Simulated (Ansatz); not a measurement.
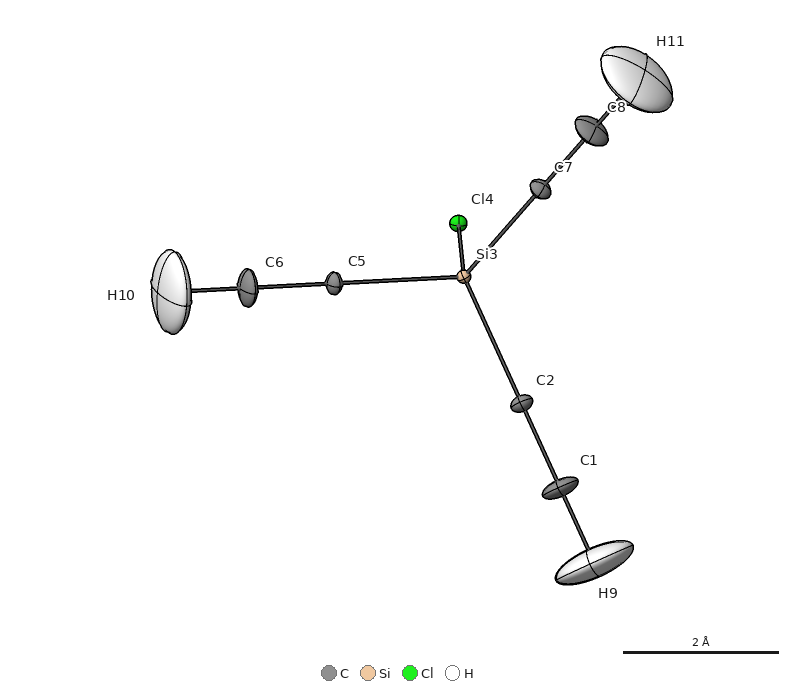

Displacement ellipsoids at the 50 % level, enlarged 1.5 times, from the internal vibrations of the free molecule (harmonic, no overall translation or rotation; no half-axis is drawn under 0.075 Å). Vibrations computed with RKS PBE0-D4/def2-TZVP (Ansatz 0.2.0). Temperature: 100 K.

### Which atom moves most?

H9, H10, H11, with U_eq = 0.0387 Å².

### Does H11 move more along its bond or across it?

Across it: the root-mean-square amplitude is 0.083 Å along the bond and up to 0.238 Å across, since bending and torsion are softer than stretching.

List U_eq and the three principal root-mean-square amplitudes for each kind of atom.

| atom | U_eq (Å²) | rms amplitudes (Å) |
| --- | --- | --- |
| C1, C6, C8 | 0.0081 | 0.047, 0.100, 0.109 |
| C2, C5, C7 | 0.0034 | 0.045, 0.062, 0.065 |
| Si3 | 0.0016 | 0.039, 0.039, 0.041 |
| Cl4 | 0.0021 | 0.041, 0.049, 0.049 |
| H9, H10, H11 | 0.0387 | 0.083, 0.229, 0.238 |
